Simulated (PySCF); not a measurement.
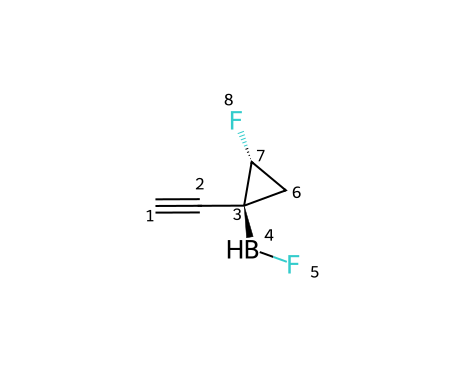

A structural formula, with wedges where it has stereocentres; small numbers name the atoms. The configuration is that of a computed structure (GFN2-xTB).

Question: What are the Cahn–Ingold–Prelog descriptors?

Answer: C3: R; C7: R.

Question: Write the isomeric SMILES.

Answer: C#C[C@@]1(BF)C[C@H]1F
